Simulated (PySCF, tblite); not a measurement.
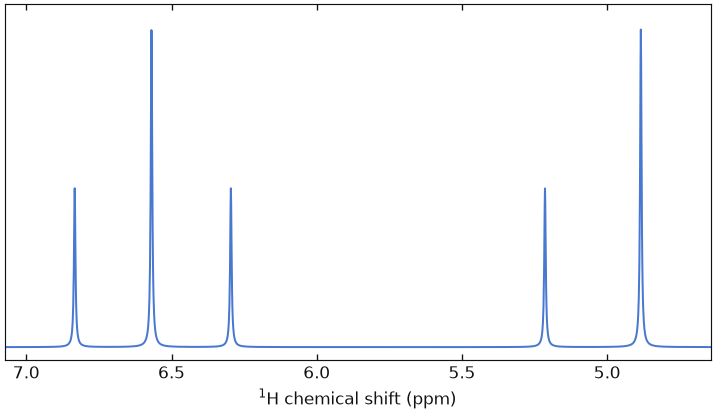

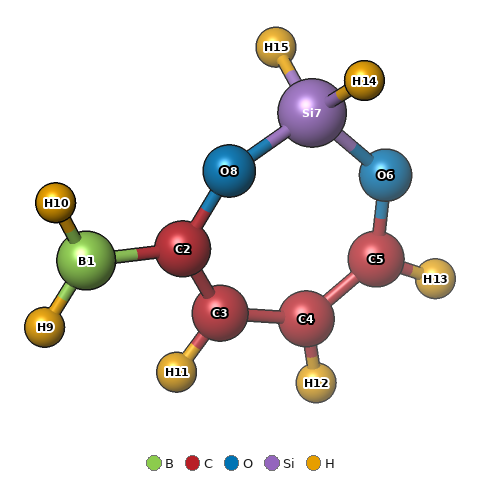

Spectrum and numbered structure of C₄H₇BO₂Si, SMILES BC1=CC=CO[SiH2]O1. GIAO shifts, PBE0/pcSseg-1, PySCF 2.14.0, at a GFN2-xTB geometry (a minimum by its frequencies), against TMS for ¹H computed at the same level. Gas phase, fully decoupled, line heights follow the number of nuclei, widths are arbitrary (no quadrupolar broadening); values of one conformer, averaged over nuclei that symmetry, rotation about single bonds or ring flips exchange, these motions taken as fast.

### Which ¹H nuclei are the least shielded, and which the most?

Least shielded: H13 at 6.83 ppm. Most shielded: H14 and H15 at 4.88 ppm.

Known limits of this run: the tight-binding geometry is rougher than a DFT one and adds to the error.
